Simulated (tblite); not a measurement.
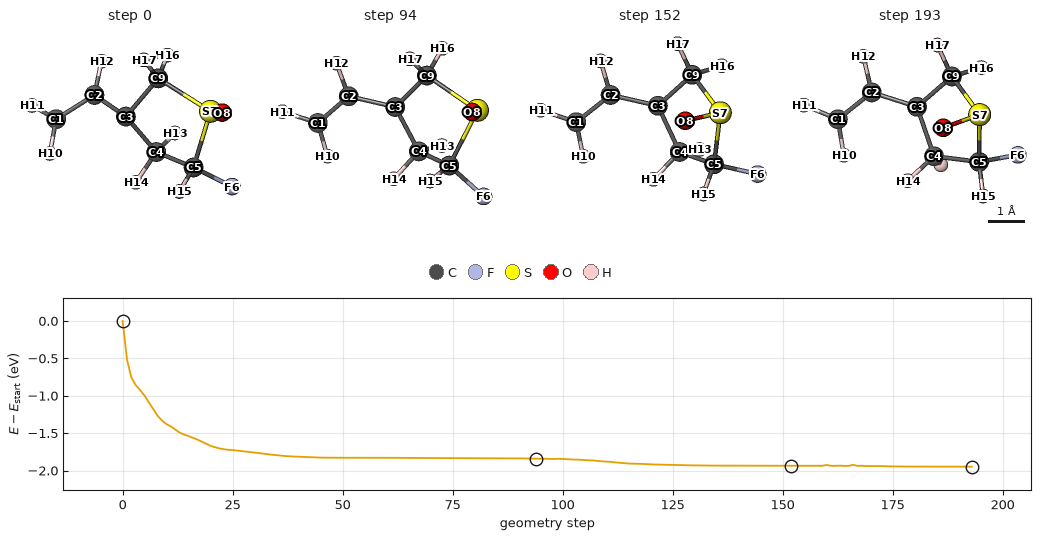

Frames of a relaxation of C6H8FOS (multiplicity 2), marked on the history of the run. Style: ball-and-stick. Shown at a tilt.

These are results of tblite, GFN2-xTB geometry optimisation, gas phase, not measurements. 

### What happens along the run?

O8 moves most after the best rigid fit: 1.74 Å. Largest moves by element: O 1.74 Å, H 1.05 Å, F 0.95 Å, S 0.65 Å, C 0.64 Å. Among the contacts that change: C2–C3 1.500 → 1.388 Å, C5–S7 1.800 → 1.882 Å, S7–C9 1.803 → 1.871 Å, S7–O8 1.506 → 1.458 Å. Bond angles that change, for instance: C2–C3–C4 105.8° → 123.9°, C2–C3–C9 107.5° → 123.4°, C5–S7–C9 99.5° → 85.9°. Over 193 geometry steps the energy falls by 1.947 eV. The run took 1.2 s on 1 thread of Arm Neoverse V2, on a shared host. From step 0 to 94: H12 moves most (1.31 Å), energy −1.838 eV. From step 94 to 152: O8 moves most (1.38 Å), energy −0.096 eV. From step 152 to 193: H14 moves most (0.75 Å), energy −0.013 eV.

```
step  E − E(0), eV
   0        0.0000
   1       -0.5158
   2       -0.7578
   3       -0.8582
   4       -0.9245
   5       -0.9978
   6       -1.0917
   7       -1.1793
   8       -1.2700
   9       -1.3336
  10       -1.3795
  20       -1.6684
  29       -1.7508
  39       -1.8116
  49       -1.8273
  58       -1.8282
  68       -1.8306
  77       -1.8331
  87       -1.8350
  97       -1.8417
 106       -1.8628
 116       -1.9065
 126       -1.9248
 135       -1.9327
 145       -1.9339
 154       -1.9344
 164       -1.9361
 174       -1.9424
 183       -1.9461
 193       -1.9468
```
